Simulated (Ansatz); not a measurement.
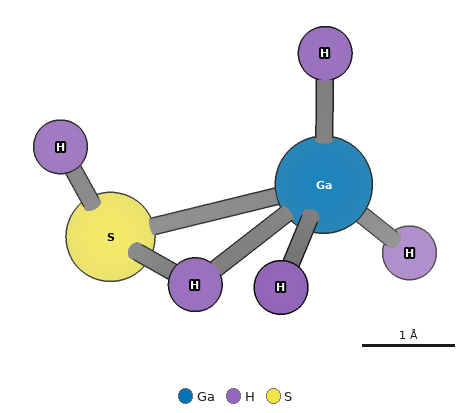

**Figure 1.** The structure as given in the input (ball-and-stick view, seen at a tilt). Sticks mark near contacts.

## Molecular dynamics of GaH5S (part 1 of 3)

GaH5S, computed with RKS PBE0-D4/def2-SVP (Ansatz 0.2.0).

It belongs to a series of runs on one base structure; here: dynamics from the highest image of the converged band.

**Output**
```
Engine: ansatz 0.2.0, aarch64-unknown-linux-gnu
Functional definition: PBE0
  parameter a = 0.25
  parameter kappa = 0.804
  parameter beta = 0.06672455060314922
  exchange = (1 - a)*pbe_x(kappa = kappa, mu = beta*pi^2/3) + a*exact_x
  correlation = pbe_c(beta = beta)
788 factors; integrals over basis functions are off by at most 3.5e-4 eV
mean field evaluation 1: about -63272.0982 eV, gradient 2.0e1 eV
mean field evaluation 2: about -63272.1258 eV, gradient 2.3e1 eV
mean field evaluation 4: about -63272.7016 eV, gradient 4.3e-1 eV
mean field evaluation 8: about -63272.6995 eV, gradient 9.0e-3 eV
mean field -63272.69951438 eV, -2325.2288193774 hartree, gradient 4.3e-5 eV, S^2 0.000000; 0 other end points of the search recorded, 0 dependent functions left out
the calculation of the forces begins
reference -63272.69954124 eV, -2325.2288203645 hartree; 26, 26 occupied and 49, 49 virtual orbitals, 788 factors
md step     0: t =     0.00 fs  T =   300.0 K  F+E_penalty+E_count = -63272.80488201 eV  E_kin = 0.193890 eV  conserved = -63272.61099201 eV  (22 SCF iters)
these checks for a lower state are left out or cut short: starts, cluster_reference, orbital_swaps, neighbouring_geometries, increment
788 factors; integrals over basis functions are off by at most 3.6e-4 eV
mean field evaluation 16: about -63272.6960 eV, gradient 2.8e-2 eV
mean field -63272.69597072 eV, -2325.2286891502 hartree, gradient 5.3e-5 eV, S^2 0.000000; 0 other end points of the search recorded, 0 dependent functions left out
the calculation of the forces begins
reference -63272.69599758 eV, -2325.2286901374 hartree; 26, 26 occupied and 49, 49 virtual orbitals, 788 factors
md step     1: t =     0.50 fs  T =   294.6 K  F+E_penalty+E_count = -63272.80131831 eV  E_kin = 0.190376 eV  conserved = -63272.61094215 eV  (24 SCF iters)
[... from here on the SCF iterations and repeated set-up lines of each step are left out, up to the last step ...]
md step     2: t =     1.00 fs  T =   279.1 K  F+E_penalty+E_count = -63272.79119574 eV  E_kin = 0.180364 eV  conserved = -63272.61083127 eV  (24 SCF iters)
md step     3: t =     1.50 fs  T =   256.1 K  F+E_penalty+E_count = -63272.77622242 eV  E_kin = 0.165540 eV  conserved = -63272.61068263 eV  (24 SCF iters)
md step     4: t =     2.00 fs  T =   229.3 K  F+E_penalty+E_count = -63272.75871845 eV  E_kin = 0.148196 eV  conserved = -63272.61052282 eV  (24 SCF iters)
md step     5: t =     2.50 fs  T =   202.4 K  F+E_penalty+E_count = -63272.74119142 eV  E_kin = 0.130813 eV  conserved = -63272.61037805 eV  (25 SCF iters)
md step     6: t =     3.00 fs  T =   178.9 K  F+E_penalty+E_count = -63272.72591849 eV  E_kin = 0.115648 eV  conserved = -63272.61027068 eV  (25 SCF iters)
md step     7: t =     3.50 fs  T =   161.5 K  F+E_penalty+E_count = -63272.71458991 eV  E_kin = 0.104374 eV  conserved = -63272.61021617 eV  (25 SCF iters)
md step     8: t =     4.00 fs  T =   151.4 K  F+E_penalty+E_count = -63272.70806158 eV  E_kin = 0.097839 eV  conserved = -63272.61022283 eV  (25 SCF iters)
md step     9: t =     4.50 fs  T =   148.5 K  F+E_penalty+E_count = -63272.70624323 eV  E_kin = 0.095959 eV  conserved = -63272.61028469 eV  (25 SCF iters)
md step    10: t =     5.00 fs  T =   151.3 K  F+E_penalty+E_count = -63272.70816272 eV  E_kin = 0.097775 eV  conserved = -63272.61038800 eV  (25 SCF iters)
md step    11: t =     5.50 fs  T =   157.3 K  F+E_penalty+E_count = -63272.71218608 eV  E_kin = 0.101673 eV  conserved = -63272.61051272 eV  (25 SCF iters)
md step    12: t =     6.00 fs  T =   163.6 K  F+E_penalty+E_count = -63272.71636497 eV  E_kin = 0.105734 eV  conserved = -63272.61063066 eV  (25 SCF iters)
md step    13: t =     6.50 fs  T =   167.3 K  F+E_penalty+E_count = -63272.71886707 eV  E_kin = 0.108152 eV  conserved = -63272.61071518 eV  (25 SCF iters)
md step    14: t =     7.00 fs  T =   166.6 K  F+E_penalty+E_count = -63272.71839003 eV  E_kin = 0.107643 eV  conserved = -63272.61074721 eV  (25 SCF iters)
md step    15: t =     7.50 fs  T =   160.5 K  F+E_penalty+E_count = -63272.71446162 eV  E_kin = 0.103742 eV  conserved = -63272.61071960 eV  (25 SCF iters)
md step    16: t =     8.00 fs  T =   149.9 K  F+E_penalty+E_count = -63272.70753700 eV  E_kin = 0.096894 eV  conserved = -63272.61064263 eV  (25 SCF iters)
md step    17: t =     8.50 fs  T =   136.6 K  F+E_penalty+E_count = -63272.69883586 eV  E_kin = 0.088295 eV  conserved = -63272.61054114 eV  (23 SCF iters)
md step    18: t =     9.00 fs  T =   123.0 K  F+E_penalty+E_count = -63272.68995658 eV  E_kin = 0.079510 eV  conserved = -63272.61044628 eV  (25 SCF iters)
md step    19: t =     9.50 fs  T =   111.4 K  F+E_penalty+E_count = -63272.68239704 eV  E_kin = 0.072014 eV  conserved = -63272.61038297 eV  (25 SCF iters)
md step    20: t =    10.00 fs  T =   103.4 K  F+E_penalty+E_count = -63272.67716880 eV  E_kin = 0.066809 eV  conserved = -63272.61036024 eV  (25 SCF iters)
md step    21: t =    10.50 fs  T =    99.5 K  F+E_penalty+E_count = -63272.67465452 eV  E_kin = 0.064285 eV  conserved = -63272.61036921 eV  (25 SCF iters)
md step    22: t =    11.00 fs  T =    99.6 K  F+E_penalty+E_count = -63272.67473816 eV  E_kin = 0.064349 eV  conserved = -63272.61038950 eV  (25 SCF iters)
md step    23: t =    11.50 fs  T =   103.2 K  F+E_penalty+E_count = -63272.67710656 eV  E_kin = 0.066705 eV  conserved = -63272.61040170 eV  (24 SCF iters)
md step    24: t =    12.00 fs  T =   110.1 K  F+E_penalty+E_count = -63272.68154862 eV  E_kin = 0.071153 eV  conserved = -63272.61039554 eV  (23 SCF iters)
md step    25: t =    12.50 fs  T =   120.3 K  F+E_penalty+E_count = -63272.68811964 eV  E_kin = 0.077746 eV  conserved = -63272.61037336 eV  (23 SCF iters)
md step    26: t =    13.00 fs  T =   134.3 K  F+E_penalty+E_count = -63272.69712425 eV  E_kin = 0.086779 eV  conserved = -63272.61034559 eV  (23 SCF iters)
md step    27: t =    13.50 fs  T =   152.6 K  F+E_penalty+E_count = -63272.70896742 eV  E_kin = 0.098642 eV  conserved = -63272.61032523 eV  (23 SCF iters)
md step    28: t =    14.00 fs  T =   175.8 K  F+E_penalty+E_count = -63272.72395754 eV  E_kin = 0.113634 eV  conserved = -63272.61032353 eV  (23 SCF iters)
md step    29: t =    14.50 fs  T =   203.9 K  F+E_penalty+E_count = -63272.74213662 eV  E_kin = 0.131790 eV  conserved = -63272.61034683 eV  (23 SCF iters)
md step    30: t =    15.00 fs  T =   236.4 K  F+E_penalty+E_count = -63272.76318114 eV  E_kin = 0.152785 eV  conserved = -63272.61039629 eV  (23 SCF iters)
md step    31: t =    15.50 fs  T =   272.2 K  F+E_penalty+E_count = -63272.78638354 eV  E_kin = 0.175914 eV  conserved = -63272.61046918 eV  (23 SCF iters)
md step    32: t =    16.00 fs  T =   309.7 K  F+E_penalty+E_count = -63272.81070839 eV  E_kin = 0.200151 eV  conserved = -63272.61055730 eV  (24 SCF iters)
md step    33: t =    16.50 fs  T =   347.0 K  F+E_penalty+E_count = -63272.83493425 eV  E_kin = 0.224289 eV  conserved = -63272.61064541 eV  (23 SCF iters)
md step    34: t =    17.00 fs  T =   382.5 K  F+E_penalty+E_count = -63272.85790085 eV  E_kin = 0.247191 eV  conserved = -63272.61071018 eV  (24 SCF iters)
md step    35: t =    17.50 fs  T =   414.9 K  F+E_penalty+E_count = -63272.87886764 eV  E_kin = 0.268144 eV  conserved = -63272.61072360 eV  (24 SCF iters)
md step    36: t =    18.00 fs  T =   444.5 K  F+E_penalty+E_count = -63272.89791988 eV  E_kin = 0.287255 eV  conserved = -63272.61066494 eV  (24 SCF iters, 3 dispersion substeps)
md step    37: t =    18.50 fs  T =   473.0 K  F+E_penalty+E_count = -63272.91624476 eV  E_kin = 0.305708 eV  conserved = -63272.61053701 eV  (24 SCF iters, 3 dispersion substeps)
md step    38: t =    19.00 fs  T =   503.9 K  F+E_penalty+E_count = -63272.93603243 eV  E_kin = 0.325652 eV  conserved = -63272.61037995 eV  (22 SCF iters, 3 dispersion substeps)
md step    39: t =    19.50 fs  T =   540.9 K  F+E_penalty+E_count = -63272.95983965 eV  E_kin = 0.349581 eV  conserved = -63272.61025897 eV  (23 SCF iters, 3 dispersion substeps)
md step    40: t =    20.00 fs  T =   587.0 K  F+E_penalty+E_count = -63272.98960181 eV  E_kin = 0.379373 eV  conserved = -63272.61022864 eV  (23 SCF iters, 3 dispersion substeps)
md step    41: t =    20.50 fs  T =   642.9 K  F+E_penalty+E_count = -63273.02582505 eV  E_kin = 0.415527 eV  conserved = -63272.61029777 eV  (23 SCF iters, 3 dispersion substeps)
md step    42: t =    21.00 fs  T =   707.2 K  F+E_penalty+E_count = -63273.06746414 eV  E_kin = 0.457036 eV  conserved = -63272.61042830 eV  (23 SCF iters, 3 dispersion substeps)
md step    43: t =    21.50 fs  T =   776.6 K  F+E_penalty+E_count = -63273.11250247 eV  E_kin = 0.501936 eV  conserved = -63272.61056632 eV  (23 SCF iters, 3 dispersion substeps)
md step    44: t =    22.00 fs  T =   848.1 K  F+E_penalty+E_count = -63273.15877713 eV  E_kin = 0.548101 eV  conserved = -63272.61067586 eV  (23 SCF iters, 3 dispersion substeps)
md step    45: t =    22.50 fs  T =   918.8 K  F+E_penalty+E_count = -63273.20455917 eV  E_kin = 0.593812 eV  conserved = -63272.61074763 eV  (23 SCF iters, 3 dispersion substeps)
md step    46: t =    23.00 fs  T =   987.0 K  F+E_penalty+E_count = -63273.24871778 eV  E_kin = 0.637928 eV  conserved = -63272.61078952 eV  (23 SCF iters, 3 dispersion substeps)
md step    47: t =    23.50 fs  T =  1051.8 K  F+E_penalty+E_count = -63273.29057202 eV  E_kin = 0.679756 eV  conserved = -63272.61081629 eV  (23 SCF iters, 3 dispersion substeps)
md step    48: t =    24.00 fs  T =  1112.2 K  F+E_penalty+E_count = -63273.32963589 eV  E_kin = 0.718793 eV  conserved = -63272.61084335 eV  (23 SCF iters, 3 dispersion substeps)
md step    49: t =    24.50 fs  T =  1167.5 K  F+E_penalty+E_count = -63273.36541944 eV  E_kin = 0.754533 eV  conserved = -63272.61088620 eV  (23 SCF iters, 3 dispersion substeps)
md step    50: t =    25.00 fs  T =  1216.6 K  F+E_penalty+E_count = -63273.39725964 eV  E_kin = 0.786300 eV  conserved = -63272.61095974 eV  (23 SCF iters, 3 dispersion substeps)
md step    51: t =    25.50 fs  T =  1258.0 K  F+E_penalty+E_count = -63273.42412720 eV  E_kin = 0.813068 eV  conserved = -63272.61105956 eV  (22 SCF iters, 3 dispersion substeps)
md step    52: t =    26.00 fs  T =  1289.7 K  F+E_penalty+E_count = -63273.44469115 eV  E_kin = 0.833553 eV  conserved = -63272.61113840 eV  (23 SCF iters, 3 dispersion substeps)
md step    53: t =    26.50 fs  T =  1310.5 K  F+E_penalty+E_count = -63273.45807225 eV  E_kin = 0.846970 eV  conserved = -63272.61110193 eV  (23 SCF iters, 3 dispersion substeps)
md step    54: t =    27.00 fs  T =  1321.9 K  F+E_penalty+E_count = -63273.46524034 eV  E_kin = 0.854365 eV  conserved = -63272.61087522 eV  (23 SCF iters, 3 dispersion substeps)
md step    55: t =    27.50 fs  T =  1330.0 K  F+E_penalty+E_count = -63273.47004795 eV  E_kin = 0.859549 eV  conserved = -63272.61049874 eV  (23 SCF iters, 3 dispersion substeps)
md step    56: t =    28.00 fs  T =  1343.4 K  F+E_penalty+E_count = -63273.47843643 eV  E_kin = 0.868259 eV  conserved = -63272.61017793 eV  (23 SCF iters, 3 dispersion substeps)
md step    57: t =    28.50 fs  T =  1369.6 K  F+E_penalty+E_count = -63273.49529600 eV  E_kin = 0.885147 eV  conserved = -63272.61014948 eV  (23 SCF iters, 3 dispersion substeps)
md step    58: t =    29.00 fs  T =  1408.9 K  F+E_penalty+E_count = -63273.52099781 eV  E_kin = 0.910542 eV  conserved = -63272.61045539 eV  (24 SCF iters, 3 dispersion substeps)
md step    59: t =    29.50 fs  T =  1454.3 K  F+E_penalty+E_count = -63273.55082350 eV  E_kin = 0.939934 eV  conserved = -63272.61088932 eV  (23 SCF iters, 3 dispersion substeps)
md step    60: t =    30.00 fs  T =  1495.9 K  F+E_penalty+E_count = -63273.57801940 eV  E_kin = 0.966827 eV  conserved = -63272.61119273 eV  (23 SCF iters, 3 dispersion substeps)
md step    61: t =    30.50 fs  T =  1526.3 K  F+E_penalty+E_count = -63273.59771010 eV  E_kin = 0.986459 eV  conserved = -63272.61125130 eV  (23 SCF iters, 3 dispersion substeps)
md step    62: t =    31.00 fs  T =  1543.6 K  F+E_penalty+E_count = -63273.60875219 eV  E_kin = 0.997637 eV  conserved = -63272.61111539 eV  (23 SCF iters, 3 dispersion substeps)
md step    63: t =    31.50 fs  T =  1550.6 K  F+E_penalty+E_count = -63273.61307329 eV  E_kin = 1.002170 eV  conserved = -63272.61090290 eV  (23 SCF iters, 3 dispersion substeps)
md step    64: t =    32.00 fs  T =  1552.1 K  F+E_penalty+E_count = -63273.61384065 eV  E_kin = 1.003118 eV  conserved = -63272.61072237 eV  (23 SCF iters, 3 dispersion substeps)
md step    65: t =    32.50 fs  T =  1552.1 K  F+E_penalty+E_count = -63273.61377441 eV  E_kin = 1.003133 eV  conserved = -63272.61064190 eV  (23 SCF iters, 3 dispersion substeps)
md step    66: t =    33.00 fs  T =  1552.5 K  F+E_penalty+E_count = -63273.61409332 eV  E_kin = 1.003400 eV  conserved = -63272.61069360 eV  (23 SCF iters, 3 dispersion substeps)
md step    67: t =    33.50 fs  T =  1552.2 K  F+E_penalty+E_count = -63273.61401467 eV  E_kin = 1.003156 eV  conserved = -63272.61085906 eV  (23 SCF iters, 3 dispersion substeps)
md step    68: t =    34.00 fs  T =  1547.3 K  F+E_penalty+E_count = -63273.61103739 eV  E_kin = 0.999994 eV  conserved = -63272.61104356 eV  (23 SCF iters, 3 dispersion substeps)
md step    69: t =    34.50 fs  T =  1533.9 K  F+E_penalty+E_count = -63273.60245112 eV  E_kin = 0.991358 eV  conserved = -63272.61109283 eV  (23 SCF iters, 3 dispersion substeps)
md step    70: t =    35.00 fs  T =  1511.4 K  F+E_penalty+E_count = -63273.58771379 eV  E_kin = 0.976820 eV  conserved = -63272.61089335 eV  (23 SCF iters, 3 dispersion substeps)
md step    71: t =    35.50 fs  T =  1484.6 K  F+E_penalty+E_count = -63273.57003543 eV  E_kin = 0.959515 eV  conserved = -63272.61052057 eV  (23 SCF iters, 3 dispersion substeps)
md step    72: t =    36.00 fs  T =  1461.9 K  F+E_penalty+E_count = -63273.55509746 eV  E_kin = 0.944852 eV  conserved = -63272.61024553 eV  (23 SCF iters, 3 dispersion substeps)
md step    73: t =    36.50 fs  T =  1449.3 K  F+E_penalty+E_count = -63273.54697132 eV  E_kin = 0.936668 eV  conserved = -63272.61030335 eV  (23 SCF iters, 3 dispersion substeps)
md step    74: t =    37.00 fs  T =  1445.3 K  F+E_penalty+E_count = -63273.54473851 eV  E_kin = 0.934111 eV  conserved = -63272.61062795 eV  (23 SCF iters, 3 dispersion substeps)
md step    75: t =    37.50 fs  T =  1442.9 K  F+E_penalty+E_count = -63273.54346713 eV  E_kin = 0.932544 eV  conserved = -63272.61092282 eV  (23 SCF iters, 3 dispersion substeps)
md step    76: t =    38.00 fs  T =  1435.2 K  F+E_penalty+E_count = -63273.53855849 eV  E_kin = 0.927594 eV  conserved = -63272.61096481 eV  (22 SCF iters, 3 dispersion substeps)
md step    77: t =    38.50 fs  T =  1421.0 K  F+E_penalty+E_count = -63273.52917147 eV  E_kin = 0.918413 eV  conserved = -63272.61075854 eV  (22 SCF iters, 3 dispersion substeps)
md step    78: t =    39.00 fs  T =  1404.7 K  F+E_penalty+E_count = -63273.51830413 eV  E_kin = 0.907845 eV  conserved = -63272.61045873 eV  (24 SCF iters, 3 dispersion substeps)
md step    79: t =    39.50 fs  T =  1392.9 K  F+E_penalty+E_count = -63273.51048907 eV  E_kin = 0.900256 eV  conserved = -63272.61023279 eV  (24 SCF iters, 3 dispersion substeps)
md step    80: t =    40.00 fs  T =  1391.0 K  F+E_penalty+E_count = -63273.50919027 eV  E_kin = 0.899009 eV  conserved = -63272.61018169 eV  (24 SCF iters, 3 dispersion substeps)
md step    81: t =    40.50 fs  T =  1400.1 K  F+E_penalty+E_count = -63273.51518637 eV  E_kin = 0.904853 eV  conserved = -63272.61033360 eV  (23 SCF iters, 3 dispersion substeps)
md step    82: t =    41.00 fs  T =  1416.5 K  F+E_penalty+E_count = -63273.52612365 eV  E_kin = 0.915476 eV  conserved = -63272.61064755 eV  (23 SCF iters, 3 dispersion substeps)
md step    83: t =    41.50 fs  T =  1433.0 K  F+E_penalty+E_count = -63273.53716320 eV  E_kin = 0.926158 eV  conserved = -63272.61100514 eV  (23 SCF iters, 3 dispersion substeps)
md step    84: t =    42.00 fs  T =  1441.5 K  F+E_penalty+E_count = -63273.54286599 eV  E_kin = 0.931640 eV  conserved = -63272.61122583 eV  (23 SCF iters, 3 dispersion substeps)
md step    85: t =    42.50 fs  T =  1437.2 K  F+E_penalty+E_count = -63273.54003611 eV  E_kin = 0.928890 eV  conserved = -63272.61114582 eV  (23 SCF iters, 3 dispersion substeps)
md step    86: t =    43.00 fs  T =  1422.5 K  F+E_penalty+E_count = -63273.53010582 eV  E_kin = 0.919329 eV  conserved = -63272.61077637 eV  (23 SCF iters, 3 dispersion substeps)
md step    87: t =    43.50 fs  T =  1405.6 K  F+E_penalty+E_count = -63273.51881029 eV  E_kin = 0.908439 eV  conserved = -63272.61037093 eV  (23 SCF iters, 3 dispersion substeps)
md step    88: t =    44.00 fs  T =  1395.8 K  F+E_penalty+E_count = -63273.51233892 eV  E_kin = 0.902101 eV  conserved = -63272.61023832 eV  (24 SCF iters, 3 dispersion substeps)
md step    89: t =    44.50 fs  T =  1396.2 K  F+E_penalty+E_count = -63273.51279803 eV  E_kin = 0.902367 eV  conserved = -63272.61043149 eV  (24 SCF iters, 3 dispersion substeps)
md step    90: t =    45.00 fs  T =  1403.0 K  F+E_penalty+E_count = -63273.51743129 eV  E_kin = 0.906731 eV  conserved = -63272.61070052 eV  (24 SCF iters, 3 dispersion substeps)
md step    91: t =    45.50 fs  T =  1410.2 K  F+E_penalty+E_count = -63273.52220623 eV  E_kin = 0.911420 eV  conserved = -63272.61078589 eV  (24 SCF iters, 3 dispersion substeps)
md step    92: t =    46.00 fs  T =  1415.8 K  F+E_penalty+E_count = -63273.52570380 eV  E_kin = 0.915058 eV  conserved = -63272.61064622 eV  (24 SCF iters, 3 dispersion substeps)
md step    93: t =    46.50 fs  T =  1422.7 K  F+E_penalty+E_count = -63273.52989974 eV  E_kin = 0.919478 eV  conserved = -63272.61042182 eV  (24 SCF iters, 3 dispersion substeps)
md step    94: t =    47.00 fs  T =  1435.7 K  F+E_penalty+E_count = -63273.53815063 eV  E_kin = 0.927872 eV  conserved = -63272.61027905 eV  (23 SCF iters, 3 dispersion substeps)
md step    95: t =    47.50 fs  T =  1458.0 K  F+E_penalty+E_count = -63273.55261684 eV  E_kin = 0.942302 eV  conserved = -63272.61031497 eV  (23 SCF iters, 3 dispersion substeps)
md step    96: t =    48.00 fs  T =  1488.7 K  F+E_penalty+E_count = -63273.57271281 eV  E_kin = 0.962174 eV  conserved = -63272.61053916 eV  (23 SCF iters, 3 dispersion substeps)
md step    97: t =    48.50 fs  T =  1522.5 K  F+E_penalty+E_count = -63273.59491168 eV  E_kin = 0.984014 eV  conserved = -63272.61089768 eV  (23 SCF iters, 3 dispersion substeps)
md step    98: t =    49.00 fs  T =  1550.9 K  F+E_penalty+E_count = -63273.61361630 eV  E_kin = 1.002346 eV  conserved = -63272.61127017 eV  (23 SCF iters, 3 dispersion substeps)
md step    99: t =    49.50 fs  T =  1565.1 K  F+E_penalty+E_count = -63273.62304804 eV  E_kin = 1.011556 eV  conserved = -63272.61149171 eV  (23 SCF iters, 3 dispersion substeps)
md step   100: t =    50.00 fs  T =  1560.4 K  F+E_penalty+E_count = -63273.61991095 eV  E_kin = 1.008509 eV  conserved = -63272.61140185 eV  (23 SCF iters, 3 dispersion substeps)
md step   101: t =    50.50 fs  T =  1539.2 K  F+E_penalty+E_count = -63273.60577112 eV  E_kin = 0.994783 eV  conserved = -63272.61098816 eV  (24 SCF iters, 3 dispersion substeps)
md step   102: t =    51.00 fs  T =  1511.0 K  F+E_penalty+E_count = -63273.58706275 eV  E_kin = 0.976578 eV  conserved = -63272.61048429 eV  (24 SCF iters, 3 dispersion substeps)
md step   103: t =    51.50 fs  T =  1487.3 K  F+E_penalty+E_count = -63273.57146283 eV  E_kin = 0.961223 eV  conserved = -63272.61023956 eV  (23 SCF iters, 3 dispersion substeps)
md step   104: t =    52.00 fs  T =  1473.5 K  F+E_penalty+E_count = -63273.56274388 eV  E_kin = 0.952353 eV  conserved = -63272.61039049 eV  (23 SCF iters, 3 dispersion substeps)
md step   105: t =    52.50 fs  T =  1466.9 K  F+E_penalty+E_count = -63273.55878993 eV  E_kin = 0.948068 eV  conserved = -63272.61072219 eV  (23 SCF iters, 3 dispersion substeps)
md step   106: t =    53.00 fs  T =  1460.2 K  F+E_penalty+E_count = -63273.55464969 eV  E_kin = 0.943726 eV  conserved = -63272.61092383 eV  (21 SCF iters, 3 dispersion substeps)
md step   107: t =    53.50 fs  T =  1448.7 K  F+E_penalty+E_count = -63273.54715960 eV  E_kin = 0.936290 eV  conserved = -63272.61087002 eV  (23 SCF iters, 3 dispersion substeps)
md step   108: t =    54.00 fs  T =  1433.3 K  F+E_penalty+E_count = -63273.53697204 eV  E_kin = 0.926319 eV  conserved = -63272.61065313 eV  (23 SCF iters, 3 dispersion substeps)
md step   109: t =    54.50 fs  T =  1418.7 K  F+E_penalty+E_count = -63273.52731769 eV  E_kin = 0.916877 eV  conserved = -63272.61044080 eV  (24 SCF iters, 3 dispersion substeps)
md step   110: t =    55.00 fs  T =  1409.7 K  F+E_penalty+E_count = -63273.52145858 eV  E_kin = 0.911099 eV  conserved = -63272.61035921 eV  (24 SCF iters, 3 dispersion substeps)
md step   111: t =    55.50 fs  T =  1408.4 K  F+E_penalty+E_count = -63273.52068046 eV  E_kin = 0.910225 eV  conserved = -63272.61045534 eV  (24 SCF iters, 3 dispersion substeps)
```
